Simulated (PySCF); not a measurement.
# C₃H₁₂OSi₂: a tour of settings, part 2 of 2

PySCF 2.14.0. Atoms count from 0. Earlier steps stand in the parts before.

### Step 5. Spin-spin couplings: PBE0/IGLO-II

Job settings and geometry (Å):

```
{"job": {"kind": "j", "xc": "PBE0", "basis": "IGLO-II", "scf": {"damp": 0.3}}, "charge": 0, "multiplicity": 1}
C     -0.881625     1.844759     0.629451
O     -0.208637     0.930584    -0.184422
C     -0.260037    -0.432651     0.258942
Si    -1.900346    -1.259598    -0.273584
C      0.969485    -1.082254    -0.360057
Si     2.331766     0.251012    -0.393193
H     -1.957899     1.641665     0.662492
H     -0.491570     1.828628     1.655546
H     -0.716086     2.830593     0.197056
H     -0.139982    -0.438045     1.353936
H     -2.072118    -1.021437    -1.704204
H     -1.807714    -2.687019     0.031118
H     -3.031579    -0.691220     0.465918
H      1.252189    -1.968133     0.206114
H      0.754540    -1.406828    -1.378325
H      3.609735    -0.456332    -0.572154
H      2.385925     0.942333     0.896328
H      2.155191     1.180261    -1.502619
```

Method: PBE0/IGLO-II indirect spin-spin coupling, non-relativistic, gas phase.

Output:

```text
damping 0.30 in the first 6 cycles
final grid: 133152 points
cycle   1  E = -775.1947679174  dE =  2.743e-01  |g| = 5.820e-01  |ddm| = 3.003e+00
cycle   2  E = -775.2184815245  dE = -2.371e-02  |g| = 4.574e-01  |ddm| = 7.718e-01
cycle   3  E = -775.2294086539  dE = -1.093e-02  |g| = 3.975e-01  |ddm| = 6.320e-01
cycle   4  E = -775.2357131073  dE = -6.304e-03  |g| = 3.469e-01  |ddm| = 5.330e-01
cycle   5  E = -775.2409121310  dE = -5.199e-03  |g| = 3.072e-01  |ddm| = 4.716e-01
cycle   6  E = -775.2087422977  dE =  3.217e-02  |g| = 5.226e-01  |ddm| = 6.215e-01
cycle   7  E = -775.1318311889  dE =  7.691e-02  |g| = 8.745e-01  |ddm| = 9.286e-01
cycle   8  E = -775.2567097951  dE = -1.249e-01  |g| = 2.629e-02  |ddm| = 5.012e-01
cycle   9  E = -775.2568331146  dE = -1.233e-04  |g| = 9.549e-03  |ddm| = 2.742e-02
cycle  10  E = -775.2568562770  dE = -2.316e-05  |g| = 1.591e-03  |ddm| = 8.390e-03
cycle  11  E = -775.2568568125  dE = -5.355e-07  |g| = 4.980e-04  |ddm| = 1.853e-03
cycle  12  E = -775.2568568675  dE = -5.500e-08  |g| = 9.039e-05  |ddm| = 3.689e-04
cycle  13  E = -775.2568568693  dE = -1.798e-09  |g| = 2.534e-05  |ddm| = 8.203e-05
cycle  14  E = -775.2568568694  dE = -1.251e-10  |g| = 8.744e-06  |ddm| = 2.613e-05
converged SCF energy = -775.2568568694

Indirect spin-spin couplings (Hz)
  i      j    bonds     total        FC       PSO       DSO        SD
  0 C    1 O    1     25.123    25.530    -0.282    -0.126         -
  0 C    2 C    2     -2.040    -1.730    -0.303    -0.007         -
  0 C    3 Si   3      0.013    -0.001    -0.004     0.008     0.009
  0 C    4 C    3      5.020     5.077     0.023    -0.081         -
  0 C    5 Si   4      0.175     0.177    -0.045     0.027     0.015
  0 C    6 H    1    126.238   125.310     0.046     0.881         -
  0 C    7 H    1    126.396   125.495     0.027     0.875         -
  0 C    8 H    1    131.823   130.988     0.014     0.821         -
  0 C    9 H    3      4.658     4.616    -0.131     0.172         -
  0 C   11 H    4      0.177     0.246     0.254    -0.323         -
  0 C   12 H    4      0.858     0.857    -0.132     0.133         -
  0 C   13 H    4      0.940     0.972     0.318    -0.349         -
  0 C   14 H    4     -0.283    -0.248     0.329    -0.364         -
  0 C   15 H    5     -0.173    -0.108     0.267    -0.332         -
  0 C   16 H    5      0.343     0.316    -0.073     0.099         -
  1 O    2 C    1     25.428    26.807    -1.212    -0.168         -
  1 O    3 Si   2      4.310     4.813    -0.619     0.007     0.110
  1 O    4 C    2    -13.182   -13.244     0.104    -0.041         -
  1 O    5 Si   3      9.757     9.133     0.416     0.034     0.174
  1 O    6 H    2     -2.603    -2.039    -0.657     0.093         -
  1 O    7 H    2     -2.540    -1.946    -0.691     0.097         -
  1 O    8 H    2    -11.908   -11.239    -0.700     0.031         -
  1 O    9 H    2     -2.675    -1.857    -0.818     0.000         -
  1 O   10 H    3     -0.443    -0.428     0.053    -0.067         -
  1 O   11 H    3     -3.170    -3.303    -0.072     0.205         -
  1 O   12 H    3      0.243     0.261    -0.047     0.028         -
  1 O   13 H    3    -12.176   -12.215    -0.162     0.201         -
  1 O   14 H    3      0.794     0.931    -0.107    -0.031         -
  1 O   15 H    4     -6.497    -6.556    -0.142     0.201         -
  1 O   16 H    4     -1.187    -1.182     0.135    -0.140         -
  1 O   17 H    4     -3.197    -3.289     0.297    -0.205         -
  2 C    3 Si   1    -59.356   -58.732     1.328    -0.125    -1.828
  2 C    4 C    1     30.702    31.068    -0.657     0.291         -
  2 C    5 Si   2      4.770     4.511     0.164    -0.024     0.119
  2 C    6 H    3      1.953     1.966    -0.087     0.074         -
  2 C    7 H    3      2.937     2.908    -0.073     0.103         -
  2 C    8 H    3     12.394    12.448     0.454    -0.508         -
  2 C    9 H    1    125.938   124.906    -0.325     1.357         -
  2 C   10 H    2      0.881     0.945    -0.026    -0.039         -
  2 C   11 H    2      7.238     7.292    -0.030    -0.025         -
  2 C   12 H    2      2.502     2.609    -0.032    -0.075         -
  2 C   13 H    2     -0.883    -0.941    -0.038     0.096         -
  2 C   14 H    2     -5.676    -5.595    -0.193     0.112         -
  2 C   15 H    3      2.972     3.054     0.244    -0.326         -
  2 C   16 H    3      2.284     2.270    -0.118     0.132         -
  2 C   17 H    3     -0.339    -0.315     0.104    -0.128         -
  3 Si   4 C    2      0.431     0.212     0.120    -0.013     0.112
  3 Si   5 Si   3      8.680     8.541     0.095    -0.028     0.072
  3 Si   7 H    4     -0.342    -0.374    -0.108     0.125     0.015
  3 Si   8 H    4      0.475     0.421    -0.184     0.205     0.032
  3 Si   9 H    2     -2.782    -2.766     0.068     0.054    -0.138
  3 Si  10 H    1   -187.521  -187.886     0.813    -0.225    -0.223
  3 Si  11 H    1   -173.989  -174.301     0.706    -0.207    -0.187
  3 Si  12 H    1   -167.447  -167.710     0.652    -0.216    -0.174
  3 Si  13 H    3     -0.017    -0.099    -0.003     0.042     0.042
  3 Si  14 H    3     -9.367    -9.405     0.116    -0.122     0.045
  3 Si  15 H    4     -0.410    -0.419    -0.152     0.171    -0.010
  3 Si  16 H    4      0.372     0.431    -0.148     0.153    -0.064
  3 Si  17 H    4     -0.544    -0.552    -0.099     0.114    -0.008
  4 C    5 Si   1    -49.770   -49.311     1.218    -0.098    -1.578
  4 C    6 H    4     -0.182    -0.162     0.282    -0.302         -
  4 C    9 H    2     -4.170    -4.126    -0.119     0.074         -
  4 C   10 H    3      1.092     1.086    -0.020     0.026         -
  4 C   11 H    3      0.190     0.151    -0.042     0.081         -
  4 C   12 H    3      5.414     5.517     0.255    -0.358         -
  4 C   13 H    1    119.321   117.434     0.903     0.984         -
  4 C   14 H    1    115.249   113.292     0.918     1.039         -
  4 C   15 H    2      7.849     7.927     0.021    -0.099         -
  4 C   16 H    2      1.467     1.522     0.091    -0.147         -
  4 C   17 H    2      0.852     0.915     0.109    -0.172         -
  5 Si   6 H    5      0.454     0.413    -0.206     0.225     0.022
  5 Si   9 H    3     -2.348    -2.438     0.032     0.007     0.051
  5 Si  12 H    4     -2.543    -2.565    -0.161     0.186    -0.004
  5 Si  13 H    2      6.251     6.176     0.111     0.112    -0.149
  5 Si  14 H    2      6.273     6.267     0.096     0.067    -0.157
  5 Si  15 H    1   -153.026  -153.266     0.592    -0.204    -0.147
  5 Si  16 H    1   -182.799  -183.125     0.762    -0.254    -0.183
  5 Si  17 H    1   -201.159  -201.524     0.848    -0.240    -0.242
  6 H    7 H    2     -9.295    -9.231     2.050    -2.114         -
  6 H    8 H    2    -12.581   -12.471     2.221    -2.330         -
  6 H    9 H    4      0.336     0.345    -0.117     0.108         -
  6 H   11 H    5     -0.539    -0.237     0.772    -1.074         -
  6 H   12 H    5      0.197    -0.142    -1.875     2.214         -
  6 H   13 H    5     -0.234    -0.119     1.107    -1.221         -
  7 H    8 H    2    -12.255   -12.136     2.223    -2.343         -
  7 H    9 H    4      0.303     0.048    -1.978     2.233         -
  7 H   10 H    5     -0.196    -0.021     1.047    -1.222         -
  7 H   11 H    5     -0.300    -0.111     0.769    -0.958         -
  7 H   13 H    5     -0.314    -0.230     0.618    -0.702         -
  7 H   15 H    6     -0.279    -0.052     0.717    -0.944         -
  7 H   16 H    6      0.158    -0.056    -1.149     1.364         -
  8 H    9 H    4     -0.455    -0.341     1.532    -1.647         -
  8 H   11 H    5     -0.326    -0.096     1.178    -1.408         -
  8 H   13 H    5     -0.154    -0.025     1.324    -1.453         -
  8 H   15 H    6     -0.240    -0.008     0.837    -1.068         -
  9 H   10 H    3      5.392     5.805     1.768    -2.182         -
  9 H   11 H    3     -0.583    -0.497     0.184    -0.271         -
  9 H   12 H    3      0.283     0.335    -0.036    -0.016         -
  9 H   13 H    3      6.033     5.935    -0.597     0.695         -
  9 H   14 H    3     12.284    12.414     2.189    -2.319         -
  9 H   15 H    4     -0.378    -0.135     0.804    -1.047         -
  9 H   17 H    4     -0.319    -0.064     1.096    -1.351         -
 10 H   11 H    2      2.184     2.809     1.565    -2.190         -
 10 H   12 H    2      3.356     3.939     1.415    -1.998         -
 11 H   12 H    2      1.077     1.644     1.396    -1.963         -
 11 H   13 H    4      0.531     0.406    -0.708     0.833         -
 11 H   14 H    4     -0.186    -0.211    -0.376     0.401         -
 11 H   17 H    5     -0.187    -0.032     0.680    -0.835         -
 12 H   13 H    4     -0.556    -0.286     0.978    -1.248         -
 12 H   14 H    4      0.482     0.846     1.168    -1.532         -
 12 H   15 H    5      0.299     0.493     0.794    -0.988         -
 12 H   16 H    5     -0.161    -0.063     0.554    -0.653         -
 12 H   17 H    5     -0.259    -0.116     0.664    -0.808         -
 13 H   14 H    2    -15.167   -15.440     1.955    -1.682         -
 13 H   15 H    3      1.798     1.821    -0.123     0.099         -
 13 H   16 H    3     -0.151     0.020     0.516    -0.686         -
 13 H   17 H    3      5.872     6.291     1.779    -2.197         -
 14 H   15 H    3     -0.496    -0.350     0.421    -0.567         -
 14 H   16 H    3      6.320     6.747     1.811    -2.239         -
 14 H   17 H    3      2.542     2.571    -0.157     0.129         -
 15 H   16 H    2      3.056     3.594     1.262    -1.801         -
 15 H   17 H    2      5.538     6.102     1.372    -1.935         -
 16 H   17 H    2      2.161     2.779     1.444    -2.062         -
```

Wall time 74 s (1 thread of Intel Xeon Platinum 8259CL at 2.50GHz, shared host); peak memory 0.98 GiB.

A choice of the couplings up to four bonds, sorted by the number of bonds, with means over like pairs; isotopes 13C, 1H, 17O, 29Si:

| pair | bonds | J (Hz) | Fermi contact (Hz) | dihedral (°) |
| --- | --- | --- | --- | --- |
| Si5–H15 | 1 | -179.0 | -179.3 | – |
| Si3–H10 | 1 | -176.3 | -176.6 | – |
| C0–H6 | 1 | 128.2 | 127.3 | – |
| C2–H9 | 1 | 125.9 | 124.9 | – |
| C4–H13 | 1 | 119.3 | 117.4 | – |
| C4–H14 | 1 | 115.2 | 113.3 | – |
| C2–Si3 | 1 | -59.4 | -58.7 | – |
| C4–Si5 | 1 | -49.8 | -49.3 | – |
| C2–C4 | 1 | 30.7 | 31.1 | – |
| H13–H14 | 2 | -15.2 | -15.4 | – |
| O1–C4 | 2 | -13.2 | -13.2 | – |
| H6–H7 | 2 | -11.4 | -11.3 | – |
| Si5–H14 | 2 | 6.3 | 6.3 | – |
| Si5–H13 | 2 | 6.3 | 6.2 | – |
| O1–H6 | 2 | -5.7 | -5.1 | – |
| C2–H14 | 2 | -5.7 | -5.6 | – |
| C2–Si5 | 2 | 4.8 | 4.5 | – |
| O1–Si3 | 2 | 4.3 | 4.8 | – |
| H9–H14 | 3 | 12.3 | 12.4 | 161 |
| O1–H13 | 3 | -12.2 | -12.2 | 157 |
| O1–Si5 | 3 | 9.8 | 9.1 | 34 |
| Si3–H14 | 3 | -9.4 | -9.4 | 36 |
| Si3–Si5 | 3 | 8.7 | 8.5 | 155 |
| H9–H13 | 3 | 6.0 | 5.9 | 42 |
| C2–H6 | 3 | 5.8 | 5.8 | – |
| C0–C4 | 3 | 5.0 | 5.1 | -156 |
| C0–H9 | 3 | 4.7 | 4.6 | -41 |
| O1–H15 | 4 | -3.6 | -3.7 | – |

Means hide unlike values in this fixed geometry: O1–H6 from -11.9 to -2.5 Hz; C2–H6 from 2.0 to 12.4 Hz; O1–H15 from -6.5 to -1.2 Hz. They hold only if the pairs exchange fast.

The spin-dipole term was solved for some atoms only; pairs without it lack that part.

The response was solved for the nuclei of C, H, Si alone, so couplings that need other nuclei can be missing.

Quadrupole couplings from the field gradients of the same density:

| atom | isotope | eQq/h (MHz) | η |
| --- | --- | --- | --- |
| O1 | 17O | 11.6 | 0.98 |

Joined with the shifts from before (PBE0/pcSseg-1, unscaled), the couplings predict the line list below for 500 MHz.

¹H NMR δ 3.86 (d, J = 1.7 Hz, 3H), 3.80 (t, J = 2.6 Hz, 3H), 3.51 (s, 3H), 2.96 (ddq, J = 12.3, 6.0, 1.7 Hz, 1H), 1.40 (ddq, J = 15.2, 12.3, 2.8 Hz, 1H), 1.19 (ddq, J = 15.2, 6.0, 2.5 Hz, 1H).

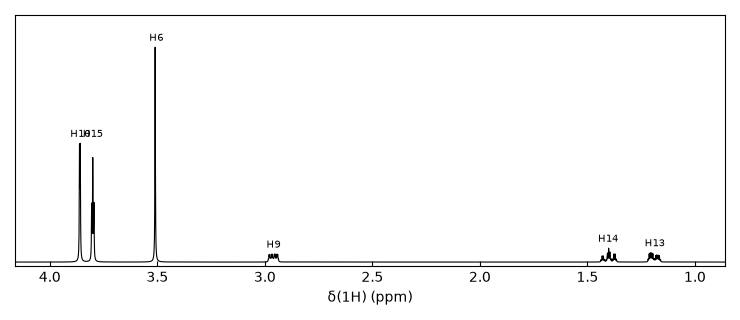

Simulated proton spectrum at 500 MHz, by exact diagonalisation of each spin system; lines 1.2 Hz wide, exchangeable protons uncoupled.

### Step 6. Nuclear shieldings: LDA/pcSseg-1

Same as in step 5 but for these lines:

```diff
@@ -1,2 +1,2 @@
-{"job": {"kind": "j", "xc": "PBE0", "basis": "IGLO-II", "scf": {"damp": 0.3}}, "charge": 0, "multiplicity": 1}
+{"job": {"kind": "nmr", "xc": "LDA", "basis": "pcSseg-1", "pop": true, "grid": 4}, "charge": 0, "multiplicity": 1}
 C     -0.881625     1.844759     0.629451
```

Method: GIAO LDA/pcSseg-1 NMR shielding, non-relativistic, gas phase.

Output:

```text
coarse grid: 15032 points
cycle   1  E = -771.5040660863  dE =  2.395e-01  |g| = 6.972e-01  |ddm| = 3.651e+00
cycle   2  E = -771.1208864933  dE =  3.832e-01  |g| = 1.495e+00  |ddm| = 2.714e+00
cycle   3  E = -771.6046039138  dE = -4.837e-01  |g| = 2.078e-01  |ddm| = 2.247e+00
cycle   4  E = -771.6117611848  dE = -7.157e-03  |g| = 9.048e-02  |ddm| = 2.351e-01
cycle   5  E = -771.6135296332  dE = -1.768e-03  |g| = 2.164e-02  |ddm| = 9.710e-02
cycle   6  E = -771.6136346828  dE = -1.050e-04  |g| = 1.064e-02  |ddm| = 2.983e-02
cycle   7  E = -771.6136605220  dE = -2.584e-05  |g| = 1.295e-03  |ddm| = 8.456e-03
cycle   8  E = -771.6136609042  dE = -3.822e-07  |g| = 4.819e-04  |ddm| = 1.680e-03
final grid: 360416 points
cycle   9  E = -771.6597319705  dE = -3.987e-05  |g| = 4.983e-03  |ddm| = 2.775e-02
cycle  10  E = -771.6597213484  dE =  1.062e-05  |g| = 8.357e-03  |ddm| = 1.114e-02
cycle  11  E = -771.6597378675  dE = -1.652e-05  |g| = 1.018e-03  |ddm| = 7.190e-03
cycle  12  E = -771.6597380779  dE = -2.105e-07  |g| = 2.810e-04  |ddm| = 1.138e-03
cycle  13  E = -771.6597380929  dE = -1.501e-08  |g| = 1.079e-04  |ddm| = 4.031e-04
cycle  14  E = -771.6597380953  dE = -2.378e-09  |g| = 3.372e-05  |ddm| = 1.338e-04
cycle  15  E = -771.6597380956  dE = -2.494e-10  |g| = 5.685e-06  |ddm| = 3.433e-05
converged SCF energy = -771.6597380956

GIAO shielding tensors (ppm)
atom      isotropic    diamagn.    paramagn.     s11        s22        s33       span
  0 C      119.443     246.171    -126.728     80.037     95.568    182.724    102.687
  1 O      279.324     398.232    -118.908    234.185    275.904    327.883     93.698
  2 C      103.611     251.030    -147.419     72.467     77.805    160.559     88.092
  3 Si     404.904     882.534    -477.630    355.944    406.680    452.087     96.143
  4 C      161.711     253.288     -91.577    133.388    161.562    190.183     56.795
  5 Si     403.515     881.052    -477.538    367.486    395.502    447.557     80.070
  6 H       27.431      30.005      -2.574     23.019     25.703     33.572     10.553
  7 H       28.001      30.153      -2.152     23.681     26.278     34.042     10.361
  8 H       27.282      29.180      -1.898     23.330     24.497     34.018     10.689
  9 H       28.070      33.367      -5.298     26.004     27.552     30.652      4.648
 10 H       27.574      29.435      -1.861     24.454     25.941     32.327      7.872
 11 H       27.366      28.933      -1.567     23.892     25.564     32.641      8.749
 12 H       26.666      29.067      -2.400     22.612     25.433     31.954      9.343
 13 H       29.876      31.005      -1.129     25.201     28.056     36.371     11.170
 14 H       29.696      31.911      -2.214     25.267     29.535     34.287      9.019
 15 H       27.258      28.103      -0.845     23.891     24.836     33.047      9.157
 16 H       27.565      29.429      -1.864     23.907     26.725     32.062      8.155
 17 H       26.984      29.288      -2.304     23.293     25.725     31.935      8.641
```

It took 50 s on 1 thread of Intel Xeon Platinum 8259CL at 2.50GHz, shared host; peak memory 0.72 GiB.

Key values: δ C2 79.7, C0 63.9, C4 21.6, O1 65.0, H10 4.07, H15 4.01 ppm (means over like atoms).

### Step 7. Run by run: NMR shifts

Shifts (ppm) of some atoms, chosen among heavy atoms and hydrogens apart, means over like atoms, with basis size and wall time:

| run | C2 | C0 | H10 | H15 | O1 | Si3 | Si5 | functions | time |
| --- | --- | --- | --- | --- | --- | --- | --- | --- | --- |
| PBE0/pcSseg-1 | 71.8 | 60.4 | 3.86 | 3.80 | 43.0 | -77.0 | -77.2 | 176 | 48 s |
| WP04/pcSseg-1 | 75.0 | 61.4 | 3.28 | 3.22 | 41.7 | -72.5 | -73.0 | 176 | 25 s |
| LDA/pcSseg-1 | 79.7 | 63.9 | 4.07 | 4.01 | 65.0 | -90.7 | -89.3 | 176 | 50 s |

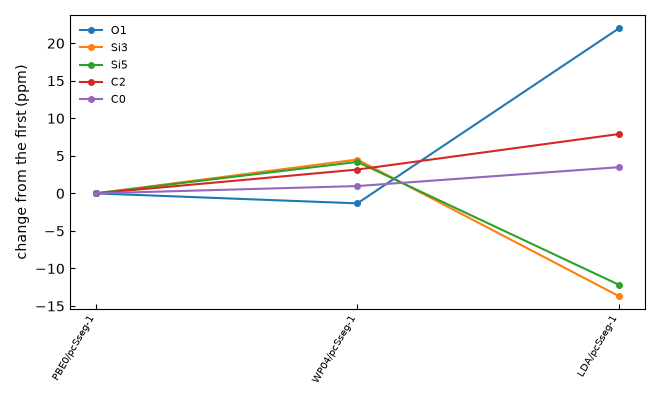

How five of the tabulated atoms move from run to run.

### Step 8. Results

The summary covers parts 1 to 2.

| quantity | value |
| --- | --- |
| ¹³C shifts against TMS (PBE0/pcSseg-1) | 71.8, 60.4, 19.3 ppm |
| ¹H shifts against TMS (PBE0/pcSseg-1, means over atoms taken as alike) | 3.86, 3.80, 3.51, 2.96, 1.40, 1.19 ppm |
| ¹⁷O shifts against H2O (PBE0/pcSseg-1) | 43.0 ppm |
| ²⁹Si shifts against TMS (PBE0/pcSseg-1) | -77.0, -77.2 ppm |
| potential on the surface of density 0.002 e/bohr³, 1st and 99th percentile | -1.04 V and 0.95 V |
| lowest singlet (PBE0/def2-SVPD) | 6.46 eV (192 nm), f = 0.021 |
| brightest single state of those computed | state 4, 7.23 eV, f = 0.114 |
| lowest triplet | 6.17 eV |
| largest coupling of the table (PBE0/IGLO-II) | ¹J(Si,H) Si5–H15, -179.0 Hz (mean over like pairs) |
| range of the shift of O1 | 41.7 to 65.0 ppm |

**Reading.** Single values in the summary come from the first sound run of each kind (PBE0/pcSseg-1; PBE0/def2-SVPD; PBE0/IGLO-II), which need not be the best level. C2 (sp3 CH bonded to O and Si) lies farthest downfield among carbon, at 71.8 ppm; deshielded by the electronegative neighbour. At PBE0/pcSseg-1: The widest tensor belongs to C0: span 92 ppm, with a paramagnetic part of -118 ppm. The first singlet state (HOMO→LUMO 0.97) lies at 6.46 eV and is weak; of the 6 states computed, the strongest absorption comes from state 4 at 7.23 eV (the last state computed absorbs too, and its partners may lie past the list). The lowest triplet lies 0.28 eV below the lowest singlet (triplets in Tamm-Dancoff, singlets in full TDDFT). Of the pairs tabulated at PBE0/IGLO-II, Si5–H15 (mean over like pairs) couples most strongly (-179.0 Hz; Fermi contact -179.3 Hz). Couplings across rotatable bonds belong to this one conformer; where others are populated, the observed values are averages. In ppm, O1 moves most: its shift spreads over 23.3 ppm, from 41.7 (WP04/pcSseg-1) to 65.0 (LDA/pcSseg-1). Most of that comes from the computed reference, not from the atom's own shielding.
